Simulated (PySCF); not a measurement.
C₅H₁₀, charge +1, doublet, SMILES `C[CH+][CH]CC`.

PySCF calculation, B3LYP/6-311+G**, gas phase; geometry: GFN2-xTB. No frequency check shows the geometry to be a minimum. GFN2-xTB doesn't know the spin state, so this open-shell geometry is rough.

Coordinates in Å:

```
C1      -2.1675    0.5697    0.0046
C2      -1.3544   -0.6363   -0.0062
C3       0.0196   -0.7097    0.0048
C4       0.9329    0.4289   -0.0070
C5       2.4034    0.0970    0.0027
H6      -2.8664    0.5308    0.8495
H7      -1.6077    1.4994    0.0303
H8      -2.8436    0.5601   -0.8596
H9      -1.9017   -1.5719   -0.0245
H10      0.4692   -1.6957    0.0222
H11      0.6992    1.0850   -0.8640
H12      0.6920    1.0910    0.8445
H13      3.0047    1.0013    0.0274
H14      2.6649   -0.5217    0.8624
H15      2.6850   -0.4764   -0.8824
```

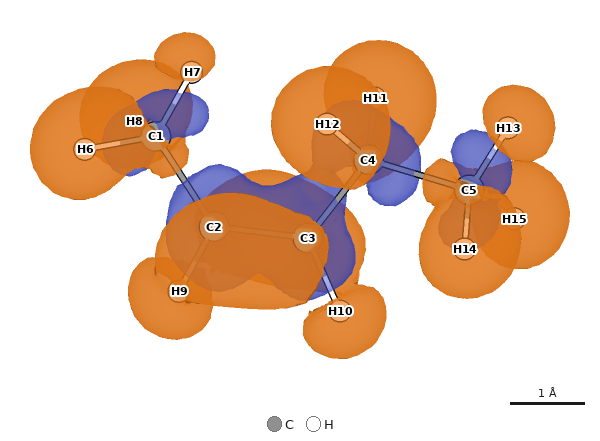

Fukui function f⁻ = ρ(N) − ρ(N−1) at fixed geometry, surfaces at ±0.015 e/Å³ (orange positive, blue negative).

Q: On which atoms does the density change most on removal of an electron?

A: f⁻ (Hirshfeld-condensed) is largest on C2 (0.12), C3 (0.11) and H12 (0.08); the vertical ionisation energy is 15.78 eV (to the singlet dication, which needn't be its lowest state). Condensed values hint at sites of electrophilic attack but needn't mark the atom that reacts. Shares this close don't rank the sites. Orbital relaxation makes it negative in places (0.15 e in all).

```tsv
atom	f⁻	charge
C1	+0.07	−0.05
C2	+0.12	+0.14
C3	+0.11	+0.14
C4	+0.07	−0.02
C5	+0.06	−0.08
H6	+0.07	+0.11
H7	+0.03	+0.07
H8	+0.07	+0.11
H9	+0.05	+0.10
H10	+0.05	+0.10
H11	+0.08	+0.10
H12	+0.08	+0.10
H13	+0.04	+0.07
H14	+0.06	+0.06
H15	+0.06	+0.06
```
